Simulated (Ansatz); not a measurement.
# BH₃InN: taking an electron away

Aim: the vertical ionisation energy of BH₃InN, as cation minus neutral at the neutral's geometry, on several levels, and how well −ε(HOMO) stands in for it.

The runs use Ansatz 0.2.0, Gaussian basis; unrestricted cation, the program's frozen cores in correlated methods.

Plan: UKS PBE-D4/def2-TZVPP; UKS r2SCAN-D4/def2-TZVPP; UKS PBE0-D4/def2-TZVPP; UKS B3LYP-D4/def2-TZVPP; UKS wB97X-V/def2-TZVPP; UKS wB97M-V/def2-TZVPP; UKS B2PLYP/def2-TZVPP; UHF-CCSD(T)/def2-TZVPP; UHF-MP2/def2-QZVPP; extrapolation to the limit; then −ε(HOMO) from the neutral's earlier runs with LDA (SPW92), PBE-D4, revPBE-D4, BLYP-D4, r2SCAN-D4, B97M-V, PBE0-D4, B3LYP-D4, r2SCANh-D4, r2SCAN0-D4, HSE06-D4, BHLYP-D4, CAM-B3LYP-D4, LC-ωPBE, ωB97X-V, ωB97M-V.

## Step 1: The geometry

An earlier PBE0-D4 in a triple-zeta def2 set relaxation fixed the geometry. In takes the def2 core potential; no spin-orbit term is included.

6 atoms, charge 0, spin multiplicity 1.

Atoms are counted from 1 here; the program's logs count them from 0.

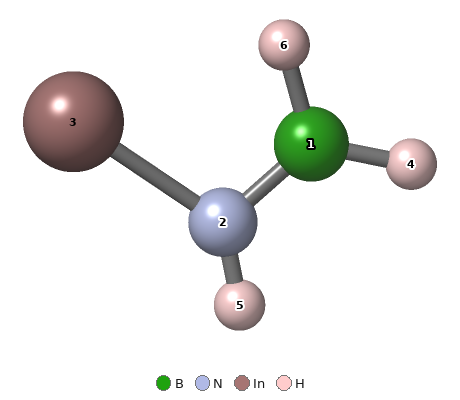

The geometry (boron green, nitrogen light blue, indium brown, hydrogen pink); atoms are numbered from 1 in the order of the file.

## Step 2: Cation, UKS PBE-D4/def2-TZVPP

in.yaml

```yaml
crystal:
  periodic: [false, false, false]
  atoms:
    - {symbol: B, position_ang: [-0.646128, 0.175915, -0.116101]}
    - {symbol: N, position_ang: [0.677051, -0.141667, -0.349530]}
    - {symbol: In, position_ang: [1.437702, -0.602408, 1.600376]}
    - {symbol: H, position_ang: [-1.453209, 0.499393, -0.945388]}
    - {symbol: H, position_ang: [1.046555, -0.113592, -1.288974]}
    - {symbol: H, position_ang: [-1.019970, 0.118258, 1.053415]}
basis:
  gaussian: {orbitals: def2-TZVPP}
total_charge: 1
magnetization: {spin_polarized: true, initial_magnetization: 1}
hamiltonian: {xc: pbe, dispersion: d4}
```

Command:

```console
$ ansatz run in.yaml --threads 2 --pin off --events-out ev --progress --plain --max-ram 4352MiB
```

The log of the run:

```text
Functional definition: PBE
  name "PBE"
  cite "Perdew, Burke & Ernzerhof, Phys. Rev. Lett. 77, 3865 (1996) doi:10.1103/PhysRevLett.77.3865"
  parent pbe
  parameter kappa = 0.804
  parameter beta = 0.06672455060314922
  exchange = pbe_x(kappa = kappa, mu = beta*pi^2/3)
  correlation = pbe_c(beta = beta)
889 factors; their error is unknown
mean field evaluation 1: about -7327.0430 eV, gradient 9.2e1 eV
mean field evaluation 2: about -6945.4101 eV, gradient 2.0e2 eV
mean field evaluation 4: about -7370.3706 eV, gradient 3.6e1 eV
mean field evaluation 8: about -7379.6827 eV, gradient 6.1e-1 eV
mean field evaluation 16: about -7379.6768 eV, gradient 6.0e-4 eV
mean field evaluation 32: about -7379.1495 eV, gradient 3.0e0 eV
mean field -7379.67675515 eV, -271.1981186271 hartree, gradient 3.6e-5 eV, S^2 0.754131; 4 other end points of the search recorded, 0 dependent functions left out
reference -7379.67679695 eV, -271.1981201633 hartree; 18, 17 occupied and 136, 137 virtual orbitals, 889 factors
Total energy: -7379.77836518 eV, -271.2018527271 hartree
```

It took 4.7 s on 2 threads of Arm Neoverse V1, shared host.

Less the neutral's -7388.4694 eV (earlier run), this gives 8.691 eV. ⟨S²⟩ = 0.754.

## Step 3: Cation, UKS r2SCAN-D4/def2-TZVPP

in.yaml: that of step 2 with these lines changed.

```diff
@@ -13,2 +13,2 @@
 magnetization: {spin_polarized: true, initial_magnetization: 1}
-hamiltonian: {xc: pbe, dispersion: d4}
+hamiltonian: {xc: r2scan, dispersion: d4}
```

Launched as before.

The log of the run:

```text
Functional definition: r2SCAN
  name "r2SCAN"
  cite "Furness, Kaplan, Ning, Perdew & Sun, J. Phys. Chem. Lett. 11, 8208 (2020) doi:10.1021/acs.jpclett.0c02405"
  cite "Furness, Kaplan, Ning, Perdew & Sun, J. Phys. Chem. Lett. 11, 9248 (2020) doi:10.1021/acs.jpclett.0c03077"
  parent r2scan
  parameter k0 = 0.174
  parameter k1 = 0.065
  parameter a1 = 4.9479
  exchange = r2scan_x(k0 = k0, k1 = k1, a1 = a1)
  correlation = r2scan_c
889 factors; their error is unknown
mean field evaluation 1: about -7356.5626 eV, gradient 7.7e1 eV
mean field evaluation 2: about -7145.0694 eV, gradient 1.5e2 eV
mean field evaluation 4: about -7378.7525 eV, gradient 2.7e1 eV
mean field evaluation 8: about -7383.1352 eV, gradient 5.6e-1 eV
mean field evaluation 16: about -7383.1312 eV, gradient 1.6e-3 eV
mean field evaluation 32: about -7383.1060 eV, gradient 1.8e0 eV
mean field -7383.13122675 eV, -271.3250681169 hartree, gradient 3.4e-5 eV, S^2 0.762250; 4 other end points of the search recorded, 0 dependent functions left out
reference -7383.13124135 eV, -271.3250686534 hartree; 18, 17 occupied and 136, 137 virtual orbitals, 889 factors
Total energy: -7383.15217433 eV, -271.3258379265 hartree
```

Run time: 12 s. Hardware: 2 threads of Arm Neoverse V1, shared host; peak memory 0.35 GiB.

The neutral molecule at this level: -7391.8685 eV. Difference: 8.716 eV. ⟨S²⟩ = 0.762.

## Step 4: Cation, UKS PBE0-D4/def2-TZVPP

in.yaml: that of step 3 with these lines changed.

```diff
@@ -13,2 +13,2 @@
 magnetization: {spin_polarized: true, initial_magnetization: 1}
-hamiltonian: {xc: r2scan, dispersion: d4}
+hamiltonian: {xc: pbe0, dispersion: d4}
```

Same command.

The log of the run:

```text
Functional definition: PBE0
  name "PBE0"
  cite "Adamo & Barone, J. Chem. Phys. 110, 6158 (1999) doi:10.1063/1.478522"
  cite "Perdew, Burke & Ernzerhof, Phys. Rev. Lett. 77, 3865 (1996) doi:10.1103/PhysRevLett.77.3865"
  parent pbe
  parameter a = 0.25
  parameter kappa = 0.804
  parameter beta = 0.06672455060314922
  exchange = (1 - a)*pbe_x(kappa = kappa, mu = beta*pi^2/3) + a*exact_x
  correlation = pbe_c(beta = beta)
982 factors; their error is unknown
mean field evaluation 1: about -7356.4542 eV, gradient 7.2e1 eV
mean field evaluation 2: about -7166.4011 eV, gradient 1.4e2 eV
mean field evaluation 4: about -7378.8082 eV, gradient 1.4e1 eV
mean field evaluation 8: about -7379.6738 eV, gradient 4.5e-1 eV
mean field evaluation 16: about -7379.7278 eV, gradient 3.9e-3 eV
mean field -7379.72778278 eV, -271.1999938581 hartree, gradient 1.5e-5 eV, S^2 0.761804; 2 other end points of the search recorded, 0 dependent functions left out
reference -7379.72781327 eV, -271.1999949785 hartree; 18, 17 occupied and 136, 137 virtual orbitals, 982 factors
Total energy: -7379.81265854 eV, -271.2031129845 hartree
```

Run time: 4.9 s. Hardware: 2 threads of Arm Neoverse V1, shared host; peak memory 0.35 GiB.

Less the neutral's -7388.5803 eV (earlier run), this gives 8.768 eV. ⟨S²⟩ = 0.762.

## Step 5: Cation, UKS B3LYP-D4/def2-TZVPP

in.yaml: that of step 4 with these lines changed.

```diff
@@ -13,2 +13,2 @@
 magnetization: {spin_polarized: true, initial_magnetization: 1}
-hamiltonian: {xc: pbe0, dispersion: d4}
+hamiltonian: {xc: {name: B3LYP}, dispersion: d4}
```

The command is unchanged.

The log of the run, shortened:

```text
Functional definition: B3LYP
  name "B3LYP"
  cite "Stephens, Devlin, Chabalowski & Frisch, J. Phys. Chem. 98, 11623 (1994) doi:10.1021/j100096a001"
  cite "Becke, Phys. Rev. A 38, 3098 (1988) doi:10.1103/PhysRevA.38.3098"
  cite "Lee, Yang & Parr, Phys. Rev. B 37, 785 (1988) doi:10.1103/PhysRevB.37.785"
  cite "Vosko, Wilk & Nusair, Can. J. Phys. 58, 1200 (1980) doi:10.1139/p80-159"
[...]
966 factors; their error is unknown
[...]
mean field -7384.66573927 eV, -271.3814604120 hartree, gradient 9.6e-6 eV, S^2 0.758426; 2 other end points of the search recorded, 0 dependent functions left out
reference -7384.66597424 eV, -271.3814690468 hartree; 18, 17 occupied and 136, 137 virtual orbitals, 966 factors
Total energy: -7384.83445013 eV, -271.3876604216 hartree
```

Wall time 5.5 s (2 threads of Arm Neoverse V1, shared host); peak memory 0.35 GiB.

Less the neutral's -7393.7171 eV (earlier run), this gives 8.883 eV. ⟨S²⟩ = 0.758.

## Step 6: Cation, UKS wB97X-V/def2-TZVPP

in.yaml: that of step 5 with these lines changed.

```diff
@@ -13,2 +13,2 @@
 magnetization: {spin_polarized: true, initial_magnetization: 1}
-hamiltonian: {xc: {name: B3LYP}, dispersion: d4}
+hamiltonian: {xc: {name: wB97X-V}}
```

The command is unchanged.

The log of the run, shortened:

```text
Functional definition: wB97X-V
  name "wB97X-V"
  cite "Mardirossian & Head-Gordon, Phys. Chem. Chem. Phys. 16, 9904 (2014) doi:10.1039/C3CP54374A"
  cite "Becke, J. Chem. Phys. 107, 8554 (1997) doi:10.1063/1.475007"
  cite "Vydrov & Van Voorhis, J. Chem. Phys. 133, 244103 (2010) doi:10.1063/1.3521275"
[...]
      + integral(e_c_pw_opposite_spin*poly(b97_u_opposite, cos0, cos1)) + vv10(b, c)
953 factors; their error is unknown
226 factors; integrals over basis functions are off by at most 3.0e-5 eV
[...]
mean field -7381.07798449 eV, -271.2496128557 hartree, gradient 5.8e-5 eV, S^2 0.765851; 2 other end points of the search recorded, 0 dependent functions left out
reference -7381.07798320 eV, -271.2496128082 hartree; 18, 17 occupied and 136, 137 virtual orbitals, 953 factors
Total energy: -7381.07798320 eV, -271.2496128082 hartree
```

It took 15 s on 2 threads of Arm Neoverse V1, shared host; peak memory 0.5 GiB.

The neutral molecule at this level: -7389.9560 eV. Difference: 8.878 eV. ⟨S²⟩ = 0.766.

## Step 7: Cation, UKS wB97M-V/def2-TZVPP

in.yaml: that of step 6 with these lines changed.

```diff
@@ -13,2 +13,2 @@
 magnetization: {spin_polarized: true, initial_magnetization: 1}
-hamiltonian: {xc: {name: wB97X-V}}
+hamiltonian: {xc: {name: wB97M-V}}
```

Same command.

The log of the run, shortened:

```text
Functional definition: wB97M-V
  name "wB97M-V"
  cite "Mardirossian & Head-Gordon, J. Chem. Phys. 144, 214110 (2016) doi:10.1063/1.4952647"
  cite "Becke, J. Chem. Phys. 107, 8554 (1997) doi:10.1063/1.475007"
  cite "Vydrov & Van Voorhis, J. Chem. Phys. 133, 244103 (2010) doi:10.1063/1.3521275"
  # Of w^i u^j: cxij and so on, Table III.
[...]
  gx(w, u) = 1 - cx + cx01*u + cx10*w
  gss(w, u) = css00 + css04*u^4 + css10*w + css20*w^2 + css43*w^4*u^3
  gos(w, u) = cos00 + cos10*w + (cos20 + cos21*u)*w^2 + (cos60 + cos61*u)*w^6
[...]
      + integral(e_c_pw_mod_opposite_spin*gos(b97_w_opposite, b97_u_opposite)) + vv10(b, c)
925 factors; their error is unknown
226 factors; integrals over basis functions are off by at most 3.0e-5 eV
[...]
mean field -7379.94724040 eV, -271.2080587769 hartree, gradient 3.2e-5 eV, S^2 0.763781; 2 other end points of the search recorded, 0 dependent functions left out
reference -7379.94728787 eV, -271.2080605214 hartree; 18, 17 occupied and 136, 137 virtual orbitals, 925 factors
Total energy: -7379.94728787 eV, -271.2080605214 hartree
```

It took 16 s on 2 threads of Arm Neoverse V1, shared host; peak memory 0.53 GiB.

Less the neutral's -7388.8679 eV (earlier run), this gives 8.921 eV. ⟨S²⟩ = 0.764.

## Step 8: Cation, UKS B2PLYP (frozen core)/def2-TZVPP

in.yaml: that of step 7 with these lines changed.

```diff
@@ -13,2 +13,2 @@
 magnetization: {spin_polarized: true, initial_magnetization: 1}
-hamiltonian: {xc: {name: wB97M-V}}
+hamiltonian: {xc: {name: B2PLYP}}
```

The command is unchanged.

The log of the run, shortened:

```text
Functional definition: B2PLYP
  name "B2PLYP"
  cite "Grimme, J. Chem. Phys. 124, 034108 (2006) doi:10.1063/1.2148954"
  cite "Becke, Phys. Rev. A 38, 3098 (1988) doi:10.1103/PhysRevA.38.3098"
  cite "Lee, Yang & Parr, Phys. Rev. B 37, 785 (1988) doi:10.1103/PhysRevB.37.785"
[...]
1101 factors; integrals over basis functions are off by at most 1.0e-3 eV
[...]
mean field -7369.91744311 eV, -270.8394705247 hartree, gradient 3.1e-6 eV, S^2 0.775239; 3 other end points of the search recorded, 0 dependent functions left out
6 core orbitals not correlated: weight in the atoms' cores, before any rotation towards them, 1.000 or more for the frozen orbitals, at most 0.000 for the correlated occupied ones
reference -7369.91759030 eV, -270.8394759341 hartree; 12, 11 occupied and 136, 137 virtual orbitals, 1101 factors
second order -18.21104400 eV of doubles, -0.00000000 eV of singles
Total energy: -7374.83457219 eV, -271.0201716854 hartree
```

It took 12 s on 2 threads of Arm Neoverse V1, shared host; peak memory 0.5 GiB.

Less the neutral's -7383.7070 eV (earlier run), this gives 8.872 eV. ⟨S²⟩ = 0.775.

## Step 9: Cation, UHF-CCSD(T)/def2-TZVPP

in.yaml: that of step 8 with these lines changed.

```diff
@@ -13,2 +13,3 @@
 magnetization: {spin_polarized: true, initial_magnetization: 1}
-hamiltonian: {xc: {name: B2PLYP}}
+correlation: {method: ccsd_t}
+scf: {omitted_lower_state_checks: [cluster_reference]}
```

The command is unchanged.

The log of the run, shortened:

```text
Functional definition: HF
  name "HF"
  cite "Fock, Z. Phys. 61, 126 (1930) doi:10.1007/BF01340294"
  parent pbe
[...]
1101 factors; integrals over basis functions are off by at most 1.0e-3 eV
[...]
mean field -7344.06728780 eV, -269.8894948389 hartree, gradient 2.8e-6 eV, S^2 0.814606; 5 other end points of the search recorded, 0 dependent functions left out
6 core orbitals not correlated: weight in the atoms' cores, before any rotation towards them, 1.000 or more for the frozen orbitals, at most 0.000 for the correlated occupied ones
reference -7344.06728780 eV, -269.8894948389 hartree; 12, 11 occupied and 136, 137 virtual orbitals, 1101 factors
second order -14.85010014 eV of doubles, -0.00000000 eV of singles
cycle   1  -14.77513840 eV  change    7.5e-2 eV  update   1.0e-1
[...]
cycle  13  -15.31065666 eV  change   -2.5e-5 eV  update   1.5e-5
perturbative correction -0.56721098 eV, -0.0208446189 hartree
Total energy: -7359.94515543 eV, -270.4729957122 hartree
Checks for a lower state left out: cluster_reference
```

Run time: 2.1 min. Hardware: 2 threads of Arm Neoverse V1, shared host; peak memory 2.9 GiB.

The neutral molecule at this level: -7368.8555 eV. Difference: 8.910 eV. ⟨S²⟩ = 0.815. T1 = 0.023 (report).

## Step 10: Cation, UHF-MP2/def2-QZVPP

in.yaml: that of step 9 with these lines changed.

```diff
@@ -10,6 +10,6 @@
 basis:
-  gaussian: {orbitals: def2-TZVPP}
+  gaussian: {orbitals: "def2-QZVPP.json"}
 total_charge: 1
 magnetization: {spin_polarized: true, initial_magnetization: 1}
-correlation: {method: ccsd_t}
+correlation: {method: mp2}
 scf: {omitted_lower_state_checks: [cluster_reference]}
```

Same command.

The log of the run, shortened:

```text
Functional definition: HF
  name "HF"
  cite "Fock, Z. Phys. 61, 126 (1930) doi:10.1007/BF01340294"
  parent pbe
[...]
1755 factors; integrals over basis functions are off by at most 1.1e-3 eV
[...]
mean field -7344.20707557 eV, -269.8946319448 hartree, gradient 3.2e-6 eV, S^2 0.814021; 5 other end points of the search recorded, 0 dependent functions left out
6 core orbitals not correlated: weight in the atoms' cores, before any rotation towards them, 1.000 or more for the frozen orbitals, at most 0.000 for the correlated occupied ones
reference -7344.20707557 eV, -269.8946319448 hartree; 12, 11 occupied and 268, 269 virtual orbitals, 1755 factors
second order -20.44454059 eV of doubles, -0.00000000 eV of singles
Total energy: -7364.65161616 eV, -270.6459549537 hartree
Checks for a lower state left out: cluster_reference
```

Wall time 47 s (2 threads of Arm Neoverse V1, shared host); peak memory 1 GiB.

The neutral molecule at this level: -7373.8140 eV. Difference: 9.162 eV. ⟨S²⟩ = 0.814.

## Step 11: Extrapolating to the complete basis

No new run: Hartree-Fock is extrapolated as exp(−7.88√X) and correlation as X^−2.97, with X = 3 and 4; only MP2 was run in the larger set, so CCSD(T) minus MP2 is added from the smaller one.

| level | energy at the limit (eV) |
| --- | --- |
| HF | -7344.2263 |
| MP2 | -7368.8149 |
| CCSD | -7369.2755 |
| CCSD(T) | -7369.8427 |

This is no true limit for total energies: MP2 correlation changes by a factor of 1.38 from triple to quadruple zeta (about 1.07 in light molecules), because outer-core shells are correlated in sets not made for them. Much of that cancels between molecule and atoms or ions.

The neutral's limit, from its own earlier runs, is -7378.9342 eV in the additive form (MP2 limit plus CCSD(T) minus MP2 in triple zeta), in which the cation has -7369.8427 eV.

## Step 12: The ladder

Differences are taken before rounding.

| method | ionisation energy (eV) | from CCSD(T)/CBS (eV) | time |
| --- | --- | --- | --- |
| PBE-D4 | 8.69 | -0.40 | 6.7 s |
| r2SCAN-D4 | 8.72 | -0.38 | 15 s |
| PBE0-D4 | 8.77 | -0.32 | 7 s |
| B3LYP-D4 | 8.88 | -0.21 | 8.3 s |
| ωB97X-V | 8.88 | -0.21 | 22 s |
| ωB97M-V | 8.92 | -0.17 | 25 s |
| B2PLYP | 8.87 | -0.22 | 16 s |
| HF/def2-TZVPP | 7.81 | -1.28 |  |
| MP2/def2-TZVPP | 9.06 | -0.03 |  |
| CCSD/def2-TZVPP | 8.86 | -0.23 |  |
| CCSD(T)/def2-TZVPP | 8.91 | -0.18 | 2.6 min |
| CCSD(T)/CBS | 9.09 | 0 | 3.5 min |

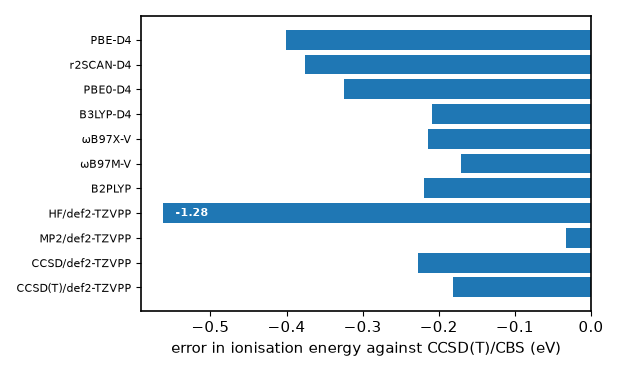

How far each level lands from CCSD(T)/CBS. Bars with a number in them are cut short.

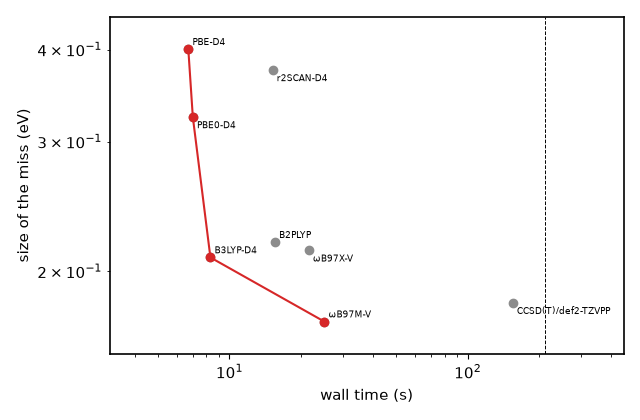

Accuracy for the time spent; red marks the levels that beat every quicker one drawn (of those quicker than the yardstick), and the dashed line is the time of CCSD(T)/CBS. Times are from a shared host.

Times add the cation's run and the neutral's; HF, MP2 and CCSD come out of the CCSD(T) runs.

Orbital estimates, from the neutral's runs:

| functional | −ε(HOMO) (eV) | by energy difference (eV) |
| --- | --- | --- |
| LDA (SPW92) | 5.92 |  |
| PBE-D4 | 5.74 | 8.69 |
| revPBE-D4 | 5.67 |  |
| BLYP-D4 | 5.64 |  |
| r2SCAN-D4 | 5.97 | 8.72 |
| B97M-V | 5.87 |  |
| PBE0-D4 | 6.75 | 8.77 |
| B3LYP-D4 | 6.62 | 8.88 |
| r2SCANh-D4 | 6.36 |  |
| r2SCAN0-D4 | 6.93 |  |
| HSE06-D4 | 6.35 |  |
| BHLYP-D4 | 7.64 |  |
| CAM-B3LYP-D4 | 8.01 |  |
| LC-ωPBE | 9.12 |  |
| ωB97X-V | 8.87 | 8.88 |
| ωB97M-V | 8.85 | 8.92 |

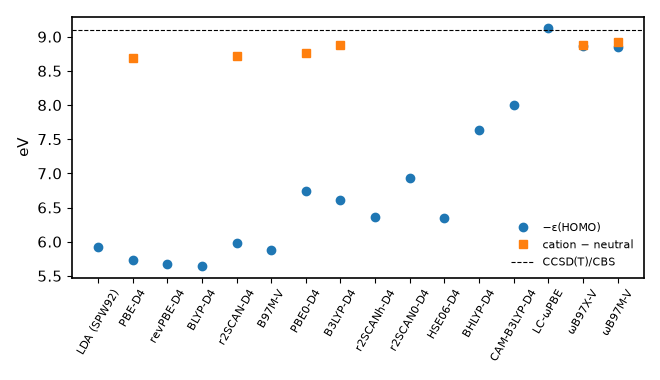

Orbital estimates and energy differences by functional.

## Step 13: Summary of results

```
                        quantity               value
  ionisation energy, CCSD(T)/CBS             9.09 eV
nearest functional by difference  ωB97M-V (-0.17 eV)
                nearest −ε(HOMO)  LC-ωPBE (+0.03 eV)
                 −ε(HOMO) of PBE             5.74 eV
                T1 of the cation               0.023
```

**Reading.** By cation minus neutral, the functionals miss by 0.40 eV at most. The PBE orbital energy is 3.4 eV too small: a semilocal HOMO is no ionisation energy. Among orbital estimates LC-ωPBE comes nearest. Hartree-Fock falls 1.28 eV short, as the neutral has more correlation energy than the cation. The cation may have settled in a state other than its lowest; no search over hole states beyond the program's own was made. Correlated methods include outer-core shells of In, which these sets cover unevenly. With outer-core shells in play the reference is unsure by up to some tenths of an eV, so close misses can't be ranked.

For cost: ωB97M-V gets within 0.17 eV in 25 s, where CCSD(T)/CBS took 3.5 min; the quickest level in the cost chart, PBE-D4, takes 6.7 s and misses by 0.40 eV.
